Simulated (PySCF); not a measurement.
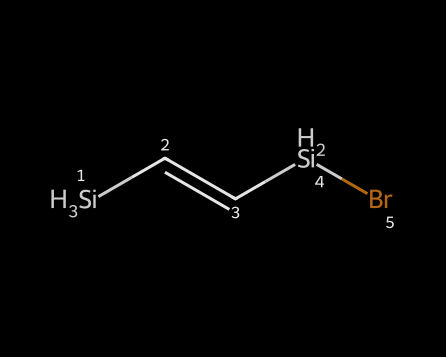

Skeletal drawing with numbered atoms; wedges and dashes mark any stereocentres. The configuration is that of a computed structure (PBE0-D3(BJ)/def2-SVP).

> What are the Cahn–Ingold–Prelog descriptors?

C2=C3: E.
